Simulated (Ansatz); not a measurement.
Fields on a plane of Co (hcp, Mg type)

```xyz
2
Lattice="2.4571 0.0000 0.0000 -1.2286 2.1279 0.0000 0.0000 0.0000 3.9682" Properties=species:S:1:pos:R:3 pbc="T T T"
Co     0.0000     1.4186     2.9761
Co     1.2286     0.7093     0.9920
```

The slice is a (1 -1 0 0) plane (indices of the conventional cell) through the point (0.667, 0.333, 0.250) (fractional), spanned by u = [110] and v = [001] in vectors of this cell: u (2.46 Å) and v (3.97 Å, at 90° to u). It covers one period; positions are fractions (u, v).

Atoms on it: Co at (0.00, 0.00). Other atoms lie within 1 Å of the plane.

Method: PBEsol (plane waves to 420 eV, PAW, scalar-relativistic; Ansatz, a first-principles code). k mesh 22×22×12. Near the nuclei the fields are pseudised (PAW); where an atom keeps semicore shells as valence, they peak there. Co was relaxed with its symmetry unable to fall. Relaxed Co ends ferromagnetic. The PAW data are Ansatz's earlier set. The magnetic order is the one the run started from; other orders were not tried.

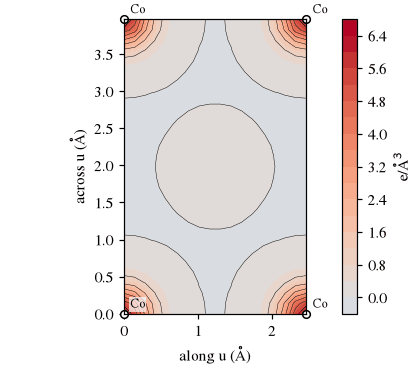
Fig. 1. Spin density, up minus down in e/Å³, one period of the plane, atoms marked. 

```
|xxxxxxxx77331111333311113377xxxxxx|
|xxxxxx995522001144441100225599xxxx|
|xxxx9966331100224444220011336699xx|
|7777554422000033555533000022445577|
|4433221100002244666644220000112233|
|1111110011224455555555442211001111|
|1111112233444444333344444433221111|
|3333445555443311111111334455554433|
|7777776644221100000000112244667777|
|8888775522110000000000001122557788|
|8888663311000011111111000011336688|
|8877552211001122222222110011225577|
|7766441100112233333333221100114466|
|7766441100112233444433221100114466|
|7766441100112233333333221100114466|
|8877552211001122222222110011225577|
|8888663311000011111111000011336688|
|8888775522110000000000001122557788|
|7777776644221100000000112244667777|
|3333445555443311111111334455554433|
|1111112233444444333344444433221111|
|1111110011224455555555442211001111|
|3333221100002244666644220000112233|
|7777554422000033555533000022445577|
|xxxx9966331100224444220011336699xx|
|xxxxxx995522001144441100225599xxxx|
|xxxxxxxx77331111333311113377xxxxxx|
|xxxxxxxx77331111333311113377xxxxxx|
```
Scale: ten equal steps from 0.16 (start of '0') to 0.40 (end of '9'), in the order '0123456789'. Values: electron localisation function (ELF). The map has 17 points along u (two characters each, u = 0 at the left) and 28 along v (v = 0 in the bottom row). Points within 0.5 Å of a nucleus are blanked (x), as the pseudised field means little there.

The density on the Co–Co line (2.46 Å) at its midpoint is 0.36 e/Å³ and the ELF at that point is 0.3.
